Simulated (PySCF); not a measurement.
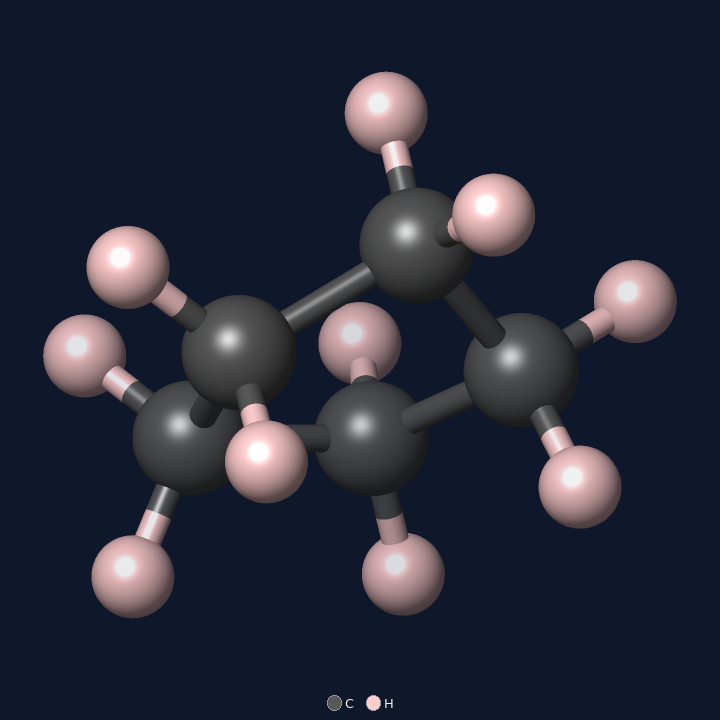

Ball-and-stick drawing of a structure. Every bond is drawn as one stick, whatever its order.

Identify the structure.

It has 15 atoms: 5 carbon and 10 hydrogen (C₅H₁₀). Its SMILES string is `C1CCCC1`. Independent rings (smallest set): 1 of 5 members. Coordination: 5 C tetrahedral.

The parts below concern this one geometry. Atoms keep their numbers from picture to picture. The geometry was computed by an optimisation with PBE0-D3(BJ)/def2-TZVP. No frequency run is at hand to confirm it as a minimum.

Bond orders

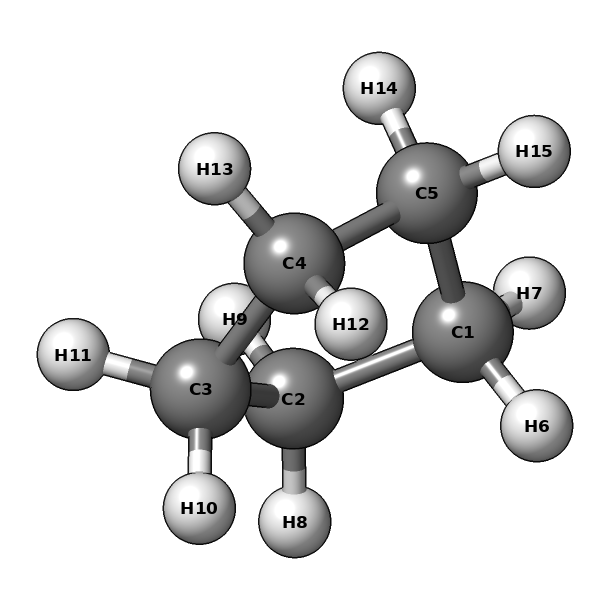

Every bond is drawn as one stick. No frequency run is at hand to confirm it as a minimum. Level of theory: PBE0/pcSseg-2 (PySCF 2.14.0).

List the Mayer bond orders of C1–C2, C1–C5, C2–C3, C3–C4, C4–C5 (bonds between heavy atoms, one of each equivalent set). Atoms whose distances differ by more than 0.02 Å in this geometry are listed apart.

```json
{"bond": "C1–C2", "Mayer order": "0.97", "length (Å)": "1.525"}
{"bond": "C1–C5", "Mayer order": "0.97", "length (Å)": "1.524"}
{"bond": "C2–C3", "Mayer order": "0.99", "length (Å)": "1.538"}
{"bond": "C3–C4", "Mayer order": "1.00", "length (Å)": "1.546"}
{"bond": "C4–C5", "Mayer order": "0.99", "length (Å)": "1.532"}
```

Electronic properties

No frequency run is at hand to confirm it as a minimum. Method: CAM-B3LYP/aug-cc-pVTZ, gas phase (PySCF 2.14.0). Excitations: vertical, linear response.

What is the dipole moment?

Answer. 0.02 D.

What is the mean static polarisability?

Answer. 58.8 bohr³.

What is the lowest vertical singlet excitation?

Answer. 7.86 eV.

What is the HOMO energy (Kohn–Sham orbital)?

Answer. −10.14 eV.

Ring current

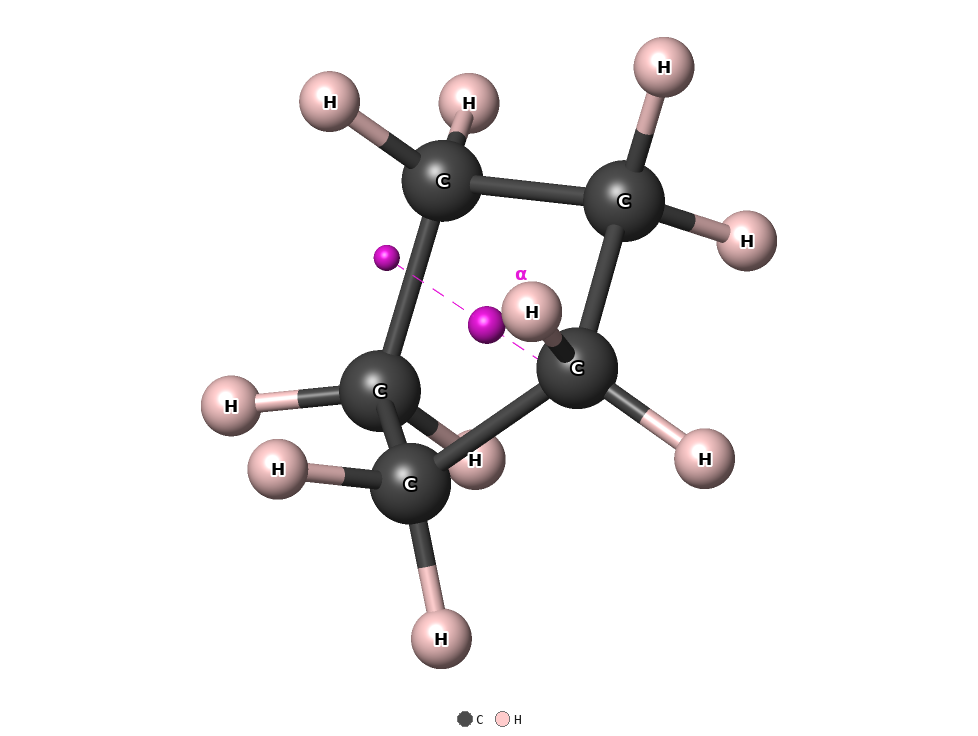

The small points mark where nucleus-independent chemical shifts (NICS) were computed: at the centre of each lettered ring and 1 Å above and below it. No frequency run is at hand to confirm it as a minimum. Properties computed with GIAO ωB97X-D/pcSseg-2 NMR shielding, non-relativistic, IEF-PCM chloroform (PySCF 2.14.0).

Give NICS(0), NICS(1) and the out-of-plane component NICS(1)zz for each ring (means of the two sides).

| ring | members | NICS(0) | NICS(1) | NICS(1)zz |
| --- | --- | --- | --- | --- |
| α | C5 | −5.8 | −3.6 | −4.4 |

Values in ppm.

What do the values say about the ring currents?

Answer. Ring α: weak, as in a non-aromatic ring. NICS is one index among several.
